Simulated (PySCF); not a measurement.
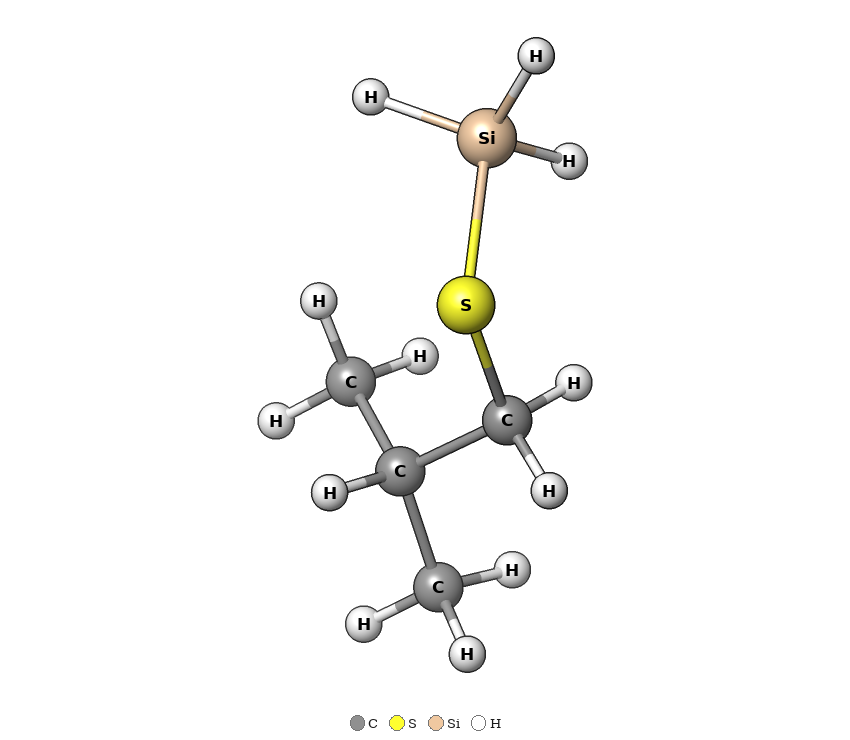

The picture shows a molecular structure as a ball-and-stick model.

The computed structure is the end point of a GFN2-xTB optimisation. No frequency run is at hand to confirm it as a minimum.

Question: What is the molecular formula?

Answer: C₄H₁₂SSi, 18 atoms: 4 carbon, 12 hydrogen, 1 sulfur and 1 silicon.

Question: Count the bonded pairs by element.

Answer: 9 C–H, 3 C–C, 3 Si–H, 1 C–S, 1 S–Si.

Question: Name functional groups in it.

Answer: Among them: Si–H bond.

Question: Does it have rings?

Answer: It has no ring.

Question: What is its SMILES?

Answer: CC(C)CS[SiH3]

The parts below concern this one geometry. Atoms keep their numbers from picture to picture.

**Symmetry**

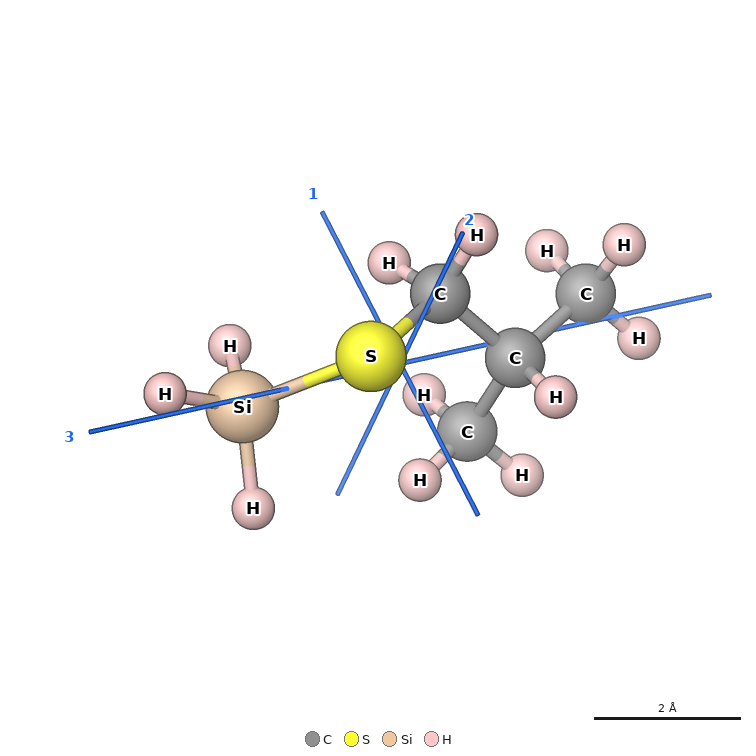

The three principal axes of inertia are drawn and numbered. Atoms fade into the background with distance from the viewer. No frequency run is at hand to confirm it as a minimum. Masses are those of the most abundant isotopes; constants are for the rigid equilibrium geometry.

Question: Which line is the a axis (least moment of inertia), which b and which c?

Answer: a is line 3, b is line 2, c is line 1; the moments are 123, 424, 495 u Å².

Question: Classify the rotor and give the rotational constants (cm⁻¹).

Answer: An asymmetric top (C1): A = 0.138, B = 0.0398, C = 0.0340 cm⁻¹. Ray's parameter κ is −0.89, close to the prolate limit.

**Electronic properties**

No frequency run is at hand to confirm it as a minimum. Properties computed with PBE0/def2-SVPD, gas phase (PySCF 2.14.0). Excitations: vertical, linear response.

Computed properties:

- dipole moment: 1.65 D
- HOMO energy (Kohn–Sham orbital): −6.75 eV
- LUMO energy (Kohn–Sham orbital): 0.13 eV
- HOMO–LUMO gap: 6.88 eV
- mean static polarisability: 98.1 bohr³
- lowest vertical singlet excitation: 5.53 eV
- its oscillator strength: 0.005

**NMR shielding**

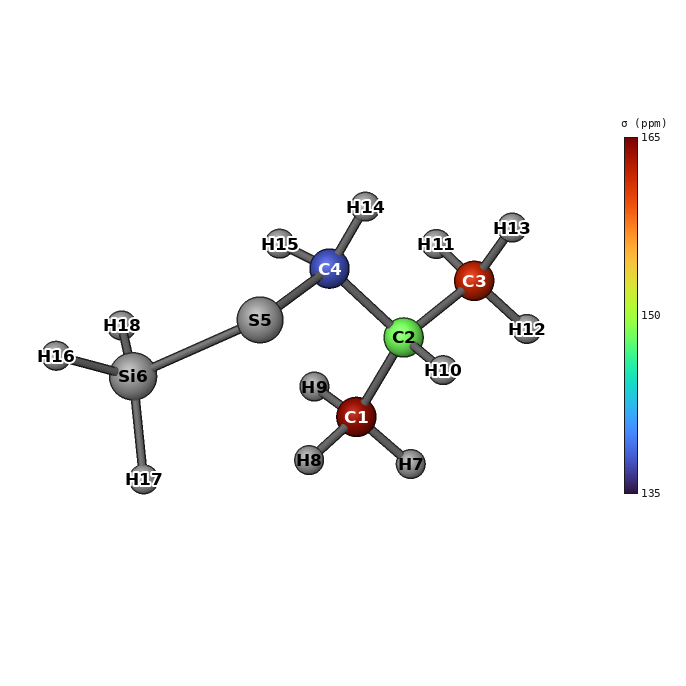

Atoms are coloured by their isotropic NMR shieldings (C only, the others grey). No frequency run is at hand to confirm it as a minimum. Level of theory: GIAO PBE0/pcSseg-1 NMR shielding, non-relativistic, gas phase (PySCF 2.14.0).

Give the isotropic NMR shieldings of the C atoms atom by atom.

| atom | σ (ppm) |
| --- | --- |
| C1 | 163.8 |
| C2 | 148.4 |
| C3 | 162.0 |
| C4 | 137.7 |

**Quadrupole coupling**

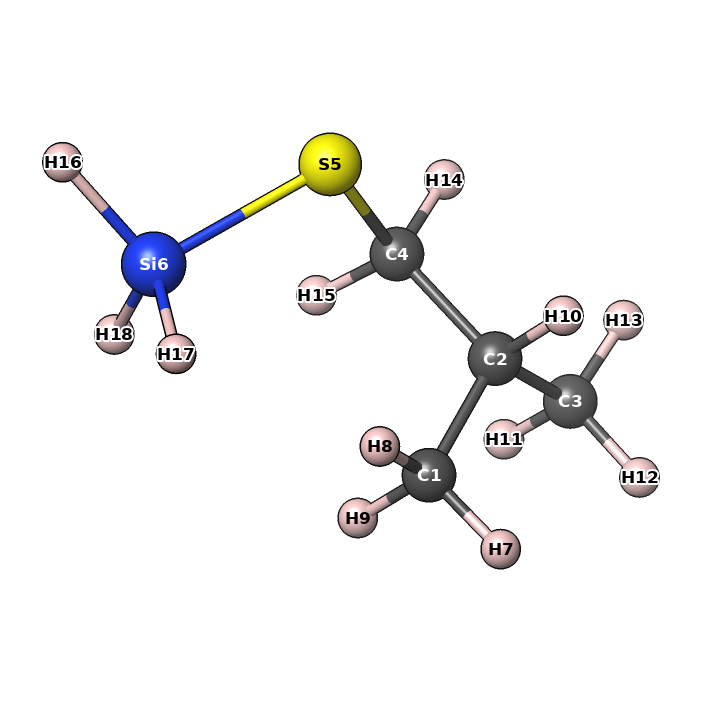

No frequency run is at hand to confirm it as a minimum. Electric field gradients from the ground-state density, PBE0/pcSseg-1 (PySCF 2.14.0), non-relativistic apart from any core potentials.

Give the largest field-gradient component, the quadrupole coupling constant and the asymmetry for 33S at S5 (Q = −67.81 mb).

| atom | V_zz (a.u.) | e²qQ/h (MHz) | η |
| --- | --- | --- | --- |
| S5 | −2.240 | 35.7 | 0.87 |

The geometry is semi-empirical. Around Si such bond lengths and angles can be off by a tenth of an ångström or more and by several degrees, and values that hang on the shape move with them.
